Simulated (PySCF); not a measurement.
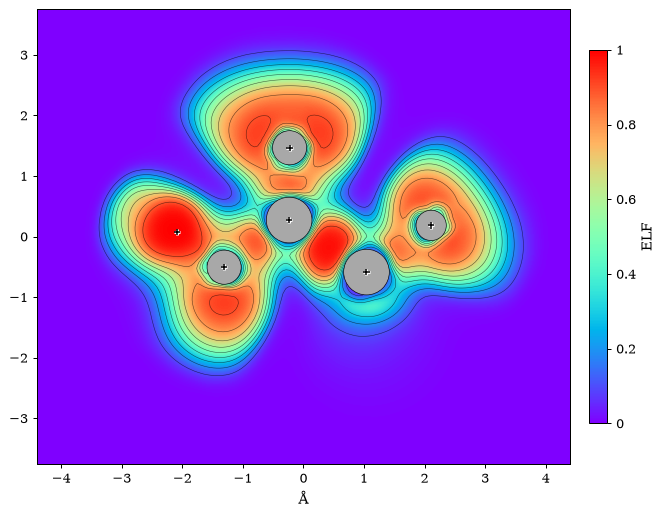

The electron localisation function on a plane through atoms (crosses mark nuclei in the plane; grey discs cover the cores).

The calculation used DFT single point, gas phase, functional wB97X in PySCF 2.14.0, density-fitted response routines.

Candidates:
A. C$_{3}$F$_{6}$ (SMILES FC(F)=C(F)C(F)(F)F)
B. C$_{2}$HF$_{3}$O$_{2}$ (SMILES O=C(O)C(F)(F)F)
C. F$_{2}$H$_{2}$Si (SMILES F[SiH2]F)

**Which candidate gave the map?**

Candidate B: C$_{2}$HF$_{3}$O$_{2}$ on the plane of atoms C2, O3 and H8, which holds O, C, F and H. C–O (1.19 Å): the ELF peaks at about 0.85 between the atoms (a short, multiple covalent bond). C–F (1.32 Å): the ELF peaks at about 0.85 between the atoms (a shared but strongly polarised pair).
